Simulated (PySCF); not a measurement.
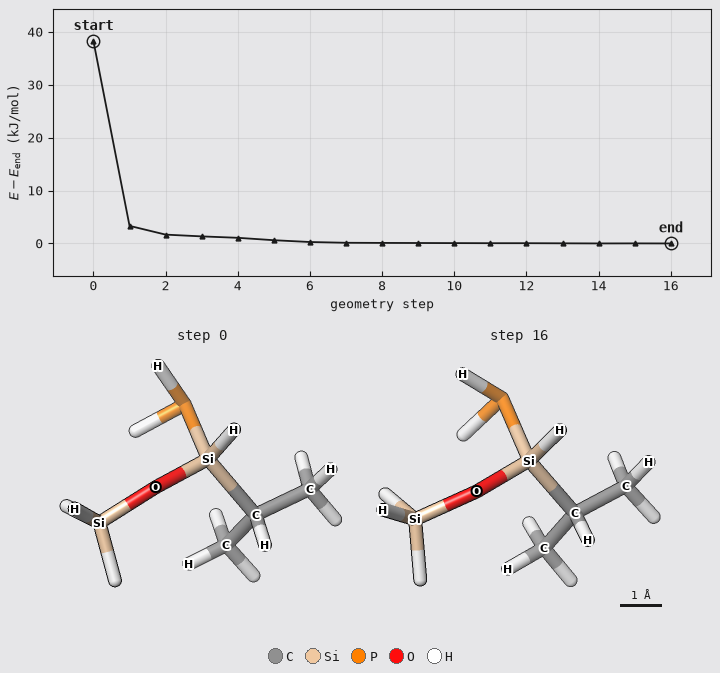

First and last geometry of a relaxation of C$_{3}$H$_{13}$OPSi$_{2}$, with the history of the run. A stick model, seen at a tilt.

The start comes from GFN2-xTB. Its atoms were then displaced at random by about 0.01 Å.

Method: PySCF, PBE0-D3(BJ)/def2-SVP geometry optimisation, gas phase. 

Q: What do the curves and the structures tell?

A: It converged. After 16 geometry steps the energy has fallen by 38.3 kJ/mol. The largest move after the best rigid fit is that of an H atom, 0.47 Å. By element the largest moves are H 0.47 Å, P 0.26 Å, O 0.17 Å, C 0.14 Å, Si 0.14 Å. Near-neighbour distances that change, for instance: O–Si 1.599 → 1.665 Å, C–Si 1.946 → 1.886 Å, H–Si 1.441 → 1.493 Å, C–H 1.063 → 1.103 Å. Among the angles between lasting bonds that change: Si–O–Si 155.2° → 147.2°, P–Si–H 112.7° → 107.3°, H–Si–H 114.0° → 109.2°. Groups turn about P–Si by about 20°. Cost: 9.2 min on 1 thread of AMD EPYC (shared host).

```csv
step,"E − E(0), kJ/mol"
0,0.00
1,-34.93
2,-36.59
3,-36.92
4,-37.19
5,-37.64
6,-37.98
7,-38.13
8,-38.15
9,-38.17
10,-38.19
11,-38.21
12,-38.21
13,-38.23
14,-38.25
15,-38.24
16,-38.26
```
